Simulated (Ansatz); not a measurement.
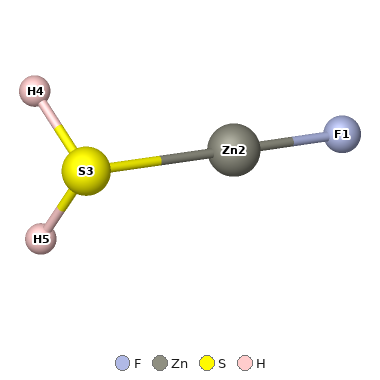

The system is FH₂SZn, SMILES [F][Zn][SH2+], charge +1; the picture shows the reference structure. First axis: umbrella angle at S3 (between each of its bonds and their common axis; 90 is planar). Second axis: change of the bonds S3–Zn2, S3–H4, S3–H5, all alike. Nothing is relaxed (all other coordinates rigid). The grid has 9 × 9 points. Points are written as (first, second). Energies: kcal/mol, counted from the lowest grid point. Method: RKS wB97X-V/def2-SVP (Ansatz 0.2.0).

Its coordinates:

```xyz
5

F     0.2745   -1.6960    2.2890
Zn    0.2786   -0.8016    0.8284
S     0.2614    0.4249   -1.1345
H    -1.0726    0.4005   -1.3830
H     0.2581    1.6722   -0.5999
```

Range: umbrella angle at S3 (between each of its bonds and their common axis; 90 is planar) from 48.3 to 131.7°; change of the bonds S3–Zn2, S3–H4, S3–H5, all alike from −0.184 to 0.285 Å.

Question: Predict the map.

Answer: The lowest grid point is at (121.3°, −0.008 Å); the map holds 2 wells of about this depth. The highest grid point, (90.0°, 0.285 Å), lies 56.5 kcal/mol above the lowest. On the interpolated surface the easiest way out of the lowest well to a well of about the same depth near (58.7°, −0.008 Å) passes a barrier of about 15 kcal/mol. Round the minimum the two coordinates are weakly coupled (coupling −0.08 in units of the two stiffnesses).

```csv
"second ↓, first →",48.3,58.7,69.1,79.6,90.0,100.4,110.9,121.3,131.7
0.285,42.2,37.0,41.7,51.3,56.5,51.3,41.7,37.0,42.2
0.226,30.9,25.2,29.7,39.0,44.0,39.1,29.7,25.2,30.8
0.168,21.2,15.1,19.3,28.3,33.0,28.3,19.3,15.1,21.2
0.109,13.6,6.9,10.7,19.3,23.8,19.4,10.8,6.8,13.5
0.050,8.9,1.5,4.9,13.1,17.3,13.1,5.0,1.5,8.8
−0.008,8.1,0.0,2.9,10.6,14.5,10.6,3.0,0.0,8.0
−0.067,12.4,3.6,5.9,13.0,16.6,13.0,6.0,3.6,12.4
−0.126,23.7,14.0,15.6,22.1,25.4,22.1,15.7,13.9,23.6
−0.184,43.6,32.9,33.9,39.7,42.7,39.7,33.9,32.9,43.5
```

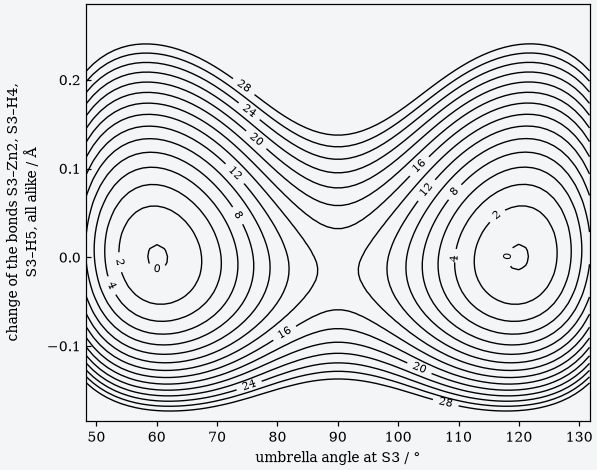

In the figure: contour lines labelled in kcal/mol (none above 28). Between grid points the surface is interpolated.

Time for the 81 points that were run: 16 min on 1 thread of Arm Neoverse V1, with other jobs on the host.
